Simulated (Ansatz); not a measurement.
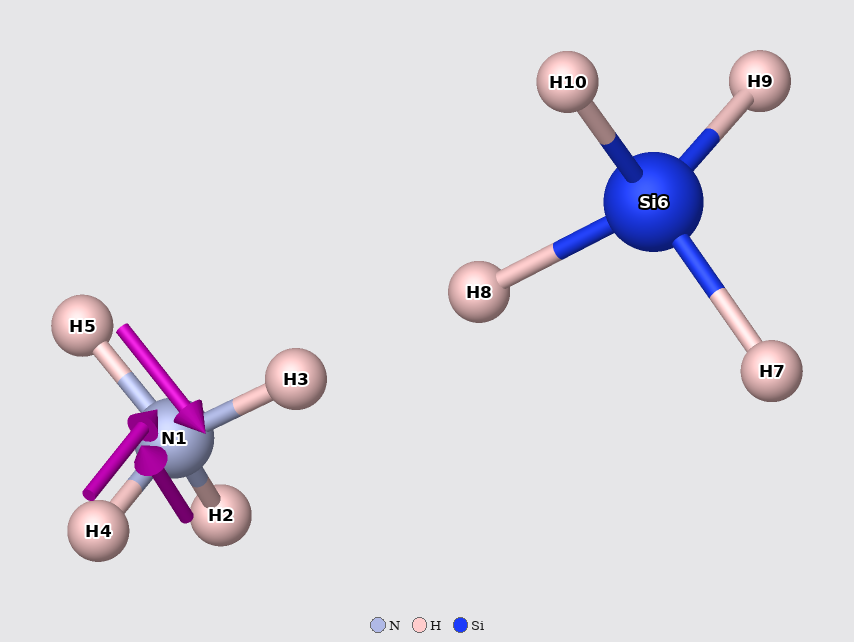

The arrows show one normal mode. State: charge +1, singlet. Harmonic vibrations computed with RKS PBE0-D4/def2-TZVP (Ansatz 0.2.0) at a stationary point of the same level.

Question: Describe the motion.

Answer: Mostly in-phase stretching of 3 N–H bonds.

Question: At what wavenumber does it lie?

Answer: 3439 cm⁻¹; it is mode 22 of 24 counted from the lowest.
